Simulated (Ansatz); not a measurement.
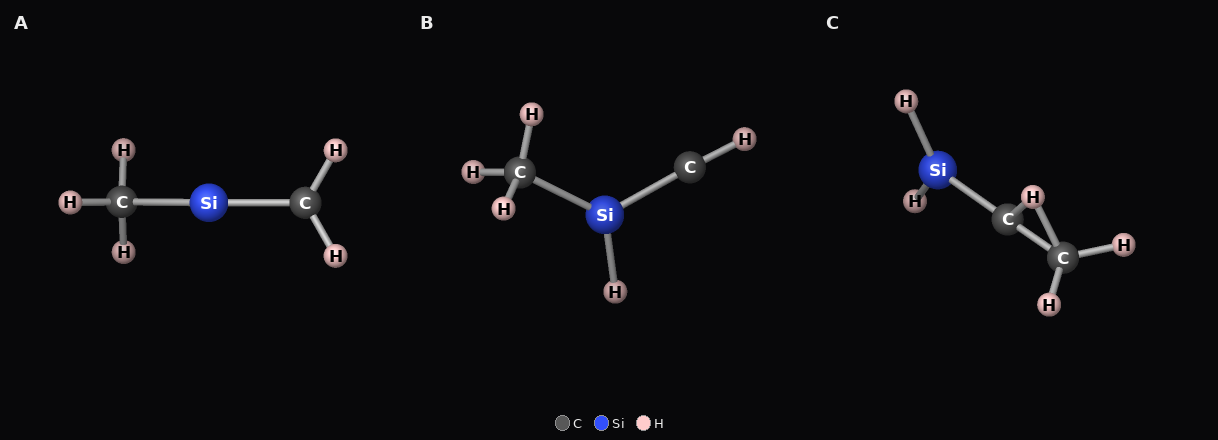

3 stationary structures of one formula. Charge +1, singlet. Geometries: PBE0-D4/def2-TZVP. Electronic energies: r2SCAN-D4/def2-TZVPP (Ansatz 0.2.0), without zero-point energy. No frequency run is at hand to confirm each as a minimum. Each is one conformer, not always the lowest.

Question: Which is lowest in energy, and by how much?

Answer: A is lowest (Cs); C lies 30.2 kcal/mol above it (Cs), B lies 42.8 kcal/mol above it (Cs).
